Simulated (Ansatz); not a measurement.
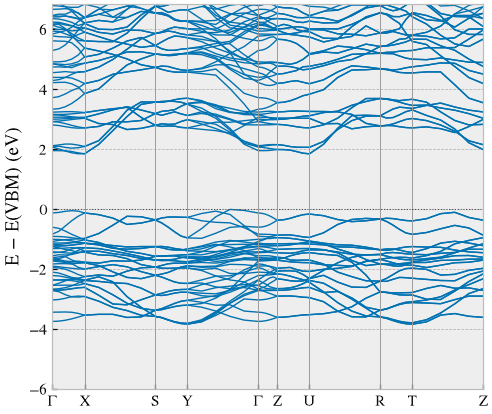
Figure: Band structure from DFT-LDA in the program Ansatz with PAW potentials

Task: Read off the gap and where the band edges lie.

Result: About 1.8 eV (1.84 eV by a search for the band edges); maximum on the Y–Γ line, 67 % of the way from Y, minimum on the Γ–X line, 90 % of the way from Γ.

Task: Pick the material that matches.
A. CsSnI3, Pnma (Pearson symbol oP20)
B. GeSe, Pnma (Ge on 4c, Se on 4c)
C. SbSI, Pnma (Sb on 4c, S on 4c, I on 4c)
D. Sb2Se3, Pnma (Pearson symbol oP20)

Result: A, CsSnI3, Pnma (Pearson symbol oP20)

The cell was relaxed with LDA under the symmetry of its start. Spin–orbit coupling is left out wherever it is not named.

Potentials: the later of the program's two PAW sets.
